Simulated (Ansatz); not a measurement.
How methods differ on Si2H3F3 (SMILES F[Si](F)(F)[SiH3])

Si2H3F3 has 8 atoms, charge 0, and is taken as a singlet. As SMILES, `F[Si](F)(F)[SiH3]`. The shape was relaxed beforehand at r2SCAN/def2-SVP.

Each level gives the adiabatic ionisation energy (to the doublet cation, shapes relaxed at r2SCAN/def2-SVP, no zero-point term) (eV). The values are calculated.

```tsv
level	kind	program	value (eV)	CPU time (all runs)
HF/def2-SVP	Hartree–Fock	Ansatz	10.09	2 s
PBE/def2-SVP	GGA	Ansatz	10.42	4.7 s
r2SCAN/def2-SVP	meta-GGA	Ansatz	10.54	13 s
B3LYP/def2-SVP	global hybrid	Ansatz	10.66	6.4 s
wB97M-V/def2-SVP	range-separated hybrid	Ansatz	10.77	30 s
MP2/def2-SVP	perturbation theory	Ansatz	10.47	2.3 s
```

The values span 10.09 to 10.77 eV. Times are those of the runs behind each value, whatever else they computed, on shared processors of several kinds: orders of magnitude only.

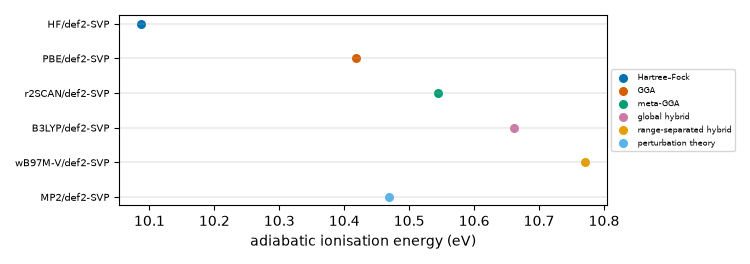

The values of the table, level by level.
